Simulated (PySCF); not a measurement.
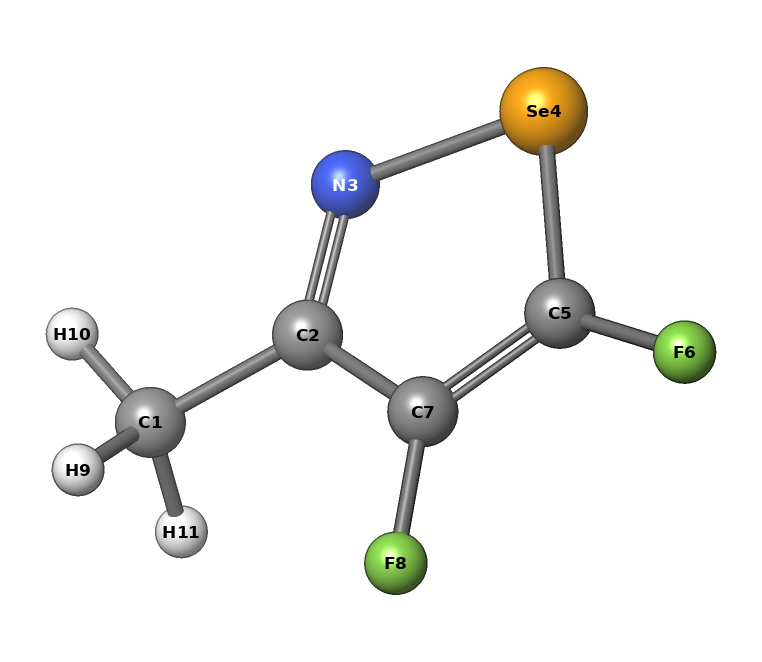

Computed geometry: PBE0-D3(BJ)/def2-SVP optimisation. No frequency run is at hand to confirm it as a minimum. Method: TDDFT ωB97X-D/def2-SVPD, vertical, gas phase, core orbitals frozen in the response (PySCF 2.14.0), and the same with a continuum solvent (IEF-PCM, Bondi radii x 1.2, gas-phase geometry).

How do dipole (D), HOMO–LUMO gap (eV), lowest singlet (eV) change in acetone (ε = 20.5), water (ε = 78.4)?

| medium | dipole (D) | HOMO–LUMO gap (eV) | lowest singlet (eV) |
| --- | --- | --- | --- |
| gas phase | 0.39 | 9.53 | 4.73 |
| acetone | 0.33 | 9.51 | 4.78 |
| water | 0.33 | 9.51 | 4.78 |
